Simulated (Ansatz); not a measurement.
A series of calculations on SiN2H6S

**1. Relaxation**

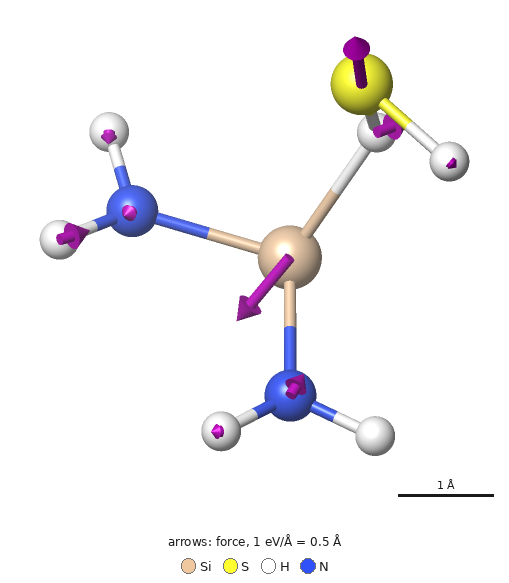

Starting geometry of SiN$_{2}$H$_{6}$S (started from a transition state, displaced along its imaginary mode) with the computed forces as purple arrows. The picture is a ball-and-stick view, seen at a tilt.

Level of theory: RKS PBE0-D4/def2-TZVP (Ansatz 0.2.0). Settings: force threshold 0.005 eV/Å; at most 200 steps.

Question: Is this structure relaxed? If not, where do the atoms go?

Answer: It isn't relaxed: the largest force vector, on the Si atom, is 1.87 eV/Å. The final displacements have little in common with the starting forces (cosine between the two patterns −0.08). Over 37 accepted moves (41 points after the start) the energy falls by 56.5 kJ/mol. Largest force component: 1.6 eV/Å at the start, 0.0026 eV/Å at the end. The line search rejected the trial steps at points 11, 22, 25, 35 of the run. The largest move after the best rigid fit is that of the S atom, 2.13 Å. By element the largest moves are S 2.13 Å, H 1.30 Å, Si 0.99 Å, N 0.75 Å. Near-neighbour distances that change, for instance: S–Si 2.840 → 3.852 Å, H–Si 1.786 → 2.767 Å, N–Si 1.728 → 1.709 Å, H–N 1.026 → 1.009 Å. Among the angles between lasting bonds that change: Si–N–H 117.7° → 120.4°, N–Si–N 104.1° → 101.4°.

**2. Relaxation**

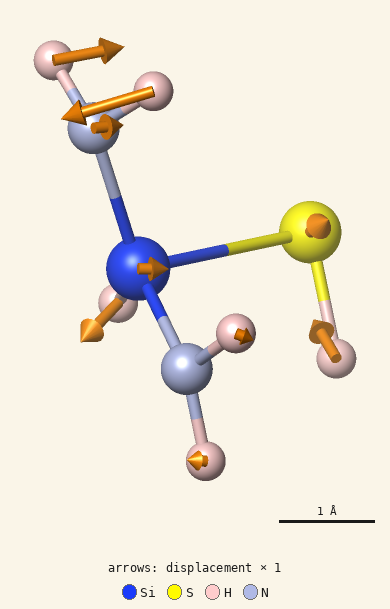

A relaxation of SiN$_{2}$H$_{6}$S (started from a transition state, displaced along its imaginary mode). The starting structure is drawn; orange arrows show the displacements, at their true length. The two geometries are superimposed by the best rigid fit.

A ball-and-stick model, seen from a free direction.

Computed with RKS PBE0-D4/def2-TZVP (Ansatz 0.2.0). Set-up: force threshold 0.005 eV/Å; at most 200 steps.

Describe the change and its energy.

An H atom moves most after the best rigid fit: 1.03 Å. By element the largest moves are H 1.03 Å, S 0.46 Å, N 0.37 Å, Si 0.34 Å. Among the contacts that change: S–Si 2.526 → 2.151 Å, H–Si 1.573 → 1.489 Å, H–S 1.361 → 1.343 Å, H–N 0.991 → 1.006 Å. Bond angles that change, for instance: S–Si–H 58.3° → 106.1°, H–Si–N 126.4° → 104.2°, S–Si–N 110.5° → 102.0°. Groups turn about S–Si by about 50°. The energy falls by 207.3 kJ/mol in 21 accepted moves (25 points after the start). The largest force component goes from 2 to 0.0028 eV/Å. The line search rejected the trial steps at points 8, 13, 16, 19 of the run.

**3. Reaction**

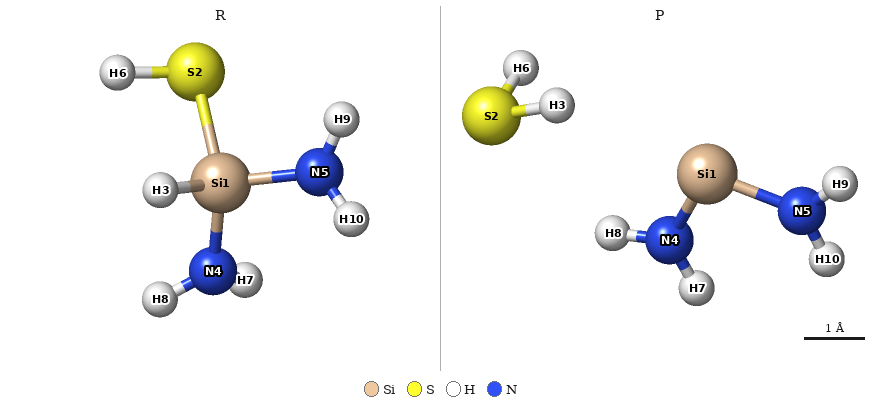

Reactant (R) and product (P) of one elementary step of SiN2H6S. The picture is a ball-and-stick view, seen from a free direction.

Stationary points at PBE0-D4/def2-TZVP, single-point energies with CCSD(T)/CBS, BHLYP-D4, wB97M-V (def2-TZVPP where no basis is named; Ansatz 0.2.0). The energies are electronic, without zero-point or thermal terms, and both ends are the minima reached downhill from the saddle, with any fragments still in contact. CCSD(T)/CBS stands for a frozen-core estimate: MP2 correlation extrapolated from def2-TZVPP and def2-QZVPP, CCSD(T) minus MP2 from the smaller set.

R:
```xyz
10

Si   -0.0839   -0.2937   -0.0060
S     1.7722   -0.8546   -0.9365
H    -0.7414   -1.5656    0.4006
N    -0.0670    0.6427    1.4214
N    -0.8010    0.6792   -1.2066
H     1.8783   -2.0026   -0.2486
H     0.3984    1.5366    1.4386
H    -0.0082    0.1812    2.3145
H    -0.7331    0.4435   -2.1819
H    -1.6141    1.2334   -0.9953
```

P:
```xyz
10

Si   -0.5746    0.0246   -0.6775
S     1.7345   -2.6153    0.9163
H     0.8648   -2.2546   -0.0518
N     0.0052    0.5789    0.8316
N    -1.5263    1.3560   -1.1838
H     2.7704   -2.0773    0.2548
H    -0.1837    1.4578    1.2892
H     0.6052   -0.0220    1.3767
H    -2.0133    1.3294   -2.0641
H    -1.6821    2.2227   -0.6911
```

Q: What is the transition state like, and how high is the barrier?

A: Counted by bonded pieces, R holds SiH₆SN₂ and P holds H₂S + SiH₄N₂. From R over the saddle to P, a bond forms: S2–H3 (2.93 → 1.76 → 1.35 Å). Bonds break: Si1–S2 (2.15 → 2.68 → 3.85 Å), Si1–H3 (1.49 → 1.60 → 2.77 Å). The saddle has one imaginary mode, 953i cm⁻¹. With CCSD(T)/CBS the barrier is 67.2 kcal/mol from R and 23.7 kcal/mol from P, and P lies 43.4 kcal/mol above R.

```tsv
level	barrier from R (kcal/mol)	barrier from P (kcal/mol)	P less R (kcal/mol)
CCSD(T)/CBS	67.2	23.7	43.4
BHLYP-D4	70.5	26.1	44.3
wB97M-V	67.7	26.4	41.3
```

Against CCSD(T)/CBS, wB97M-V comes closest on the barrier from R (+0.6 kcal/mol) and BHLYP-D4 misses most (+3.3 kcal/mol).

Saddle geometry:

```xyz
10

Si   -0.6332   -0.3211    0.1096
S     1.6026   -1.3847   -0.9248
H    -0.0029   -1.7299   -0.2974
N    -0.1165    0.5895    1.4446
N    -1.1186    0.7618   -1.1053
H     2.0598   -1.6577    0.3074
H     0.2245    1.5358    1.3789
H     0.1856    0.1360    2.2898
H    -1.5115    0.4061   -1.9609
H    -0.6895    1.6642   -1.2417
```

The saddle point in the same view, with dashed sticks for the bonds that form or break:

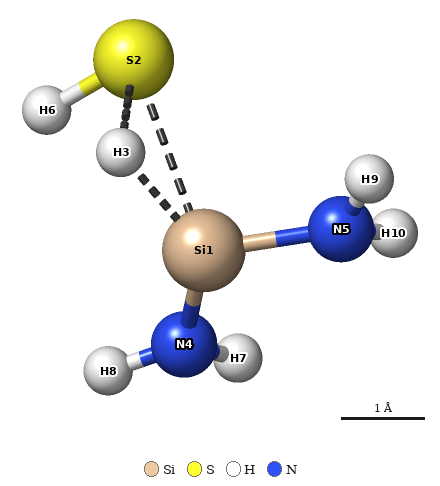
